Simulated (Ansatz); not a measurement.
**FGe$_{2}$H$_{3}$: density, localisation and related maps**

Input

```
crystal:
  periodic: [false, false, false]
  atoms:
    - {symbol: F, position_ang: [-1.259823, -0.865303, 2.332698]}
    - {symbol: Ge, position_ang: [-0.939792, 0.005544, 0.820837]}
    - {symbol: Ge, position_ang: [-2.550361, -0.170509, -0.947248]}
    - {symbol: H, position_ang: [-0.376263, 1.382027, 1.357082]}
    - {symbol: H, position_ang: [-2.744200, -1.717835, -1.192515]}
    - {symbol: H, position_ang: [-1.662766, 0.273052, -2.181191]}
basis:
  gaussian:
    orbitals: def2-TZVPD
hamiltonian:
  xc: pbe0
output: {forces: true, orbitals: {seedname: orbitals}}
```

Command:

```sh
ansatz run input.yaml --threads 1 --pin off --max-ram 2610MiB --events-out events.jsonl --progress --plain --runs-dir runs
```

Geometry: BLYP-D3(BJ)/def2-SVP.

Level of theory: isolated molecule in a Gaussian basis; Kohn-Sham density functional theory, functional PBE0 in Ansatz 0.2.0.

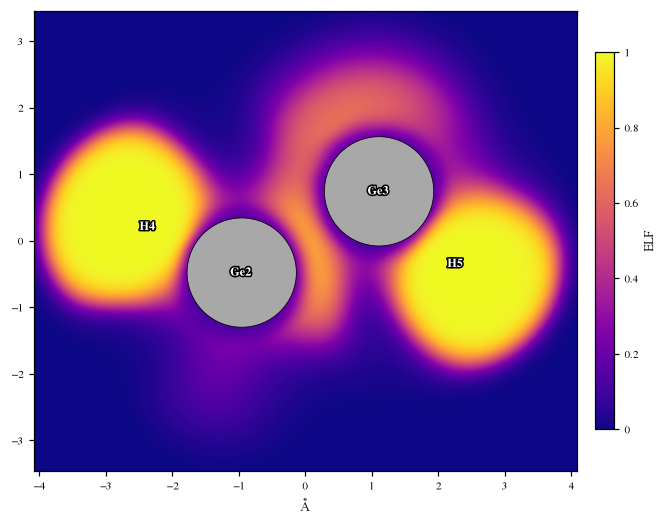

Figure 1. Electron localisation function on the plane of atoms Ge3, Ge2 and H4. Grey discs cover the atomic cores.

Interpret the plot.

Answer. Atoms in the plane: Ge and H.
Ge–Ge (2.40 Å): the ELF peaks at about 0.75 between the atoms: localised, covalent bonding.
Ge–H (1.58 Å): the ELF climbs to about 1 towards the hydrogen.

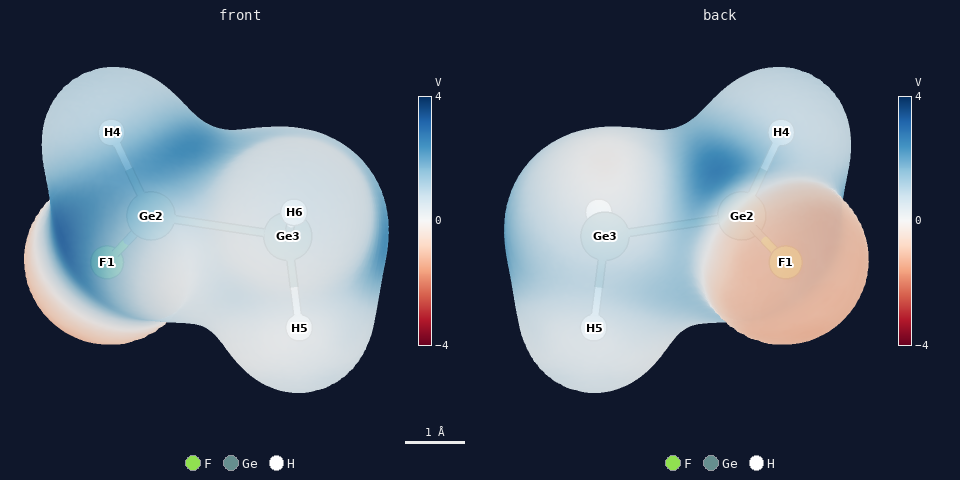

Figure 2. The electrostatic potential painted on the density surface at 0.004 e/bohr³, seen from the front and from behind; the colour scale runs from red (negative) to blue (positive).

Describe the electrostatic potential map.

Answer. The most negative region (about −1.2 V, or −28 kcal/mol for a unit charge) lies over F1, the most positive (about +3.0 V, or +69 kcal/mol for a unit charge) over Ge2.

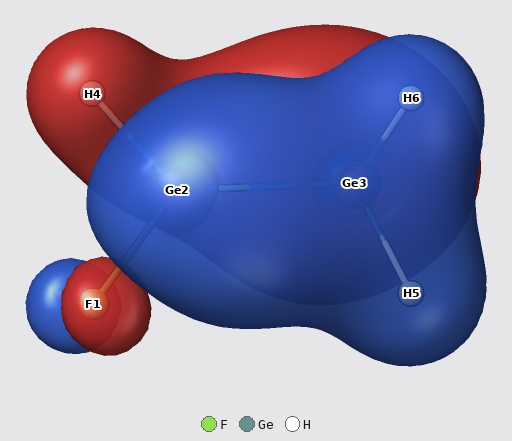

Figure 3. One frontier orbital at ±0.06 Å⁻³ᐟ² (red and blue are the two phases), seen at a tilt.

Which orbital is it: HOMO or LUMO?

Answer. The HOMO, at −6.77 eV. By Hirshfeld shares it lies mainly on Ge3 (about 55 %) and Ge2 (about 30 %).
